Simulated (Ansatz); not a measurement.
The reference is SrO in the rock salt structure (space group Fm-3m, No. 225; a = 5.195 Å).

Perturbation: an isotropic linear strain of +2.50 %, atoms relaxed at fixed cell.

Level of theory: PBE (Ansatz, a first-principles code, PAW, spin-orbit coupling left out).

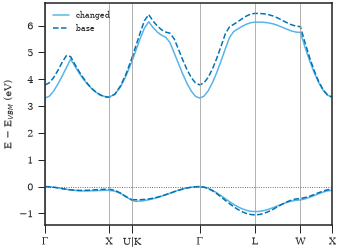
*Highest valence and lowest conduction band along the path, each from its own valence-band maximum*

### Question
From the figure, how large is the changed gap, and is it direct?

### Answer
About 3.3 eV, direct at Γ.

Stability against distortions was not tested.
